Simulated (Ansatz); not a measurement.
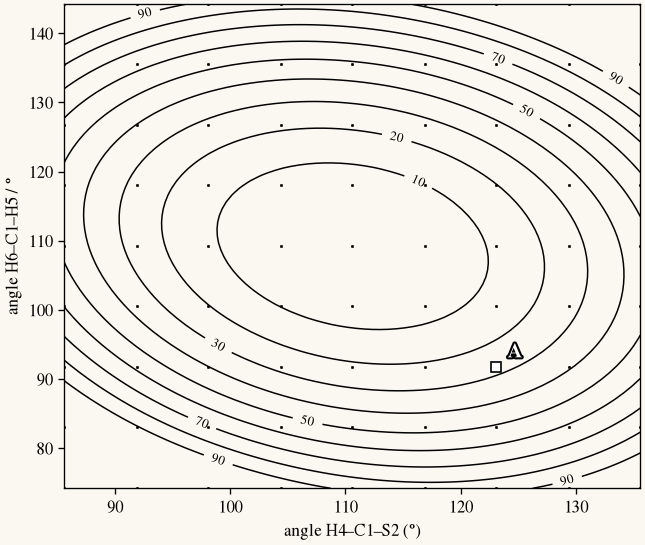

CH3OS, SMILES CS[O-], charge −1. The first coordinate is: angle H4–C1–S2; the second: angle H6–C1–H5. Nothing is relaxed (all other coordinates rigid). The grid has 9 × 9 points. Points are written as (first, second). Energies: kJ/mol, counted from the relaxed molecule at the same level. The calculation used Ansatz 0.2.0, RKS wB97X-V/def2-SVPD.

The picture shows contour lines labelled in kJ/mol (none above 90), dots at the grid points, the point A. Between grid points the surface is interpolated.

Is A at rest? If not, where is it pushed?

Answer. A, at (123.1°, 91.7°), is not a stationary point. The computed force is 1.4 kJ/mol for each degree towards smaller values of angle H4–C1–S2 and 2.1 kJ/mol for each degree towards larger values of angle H6–C1–H5.
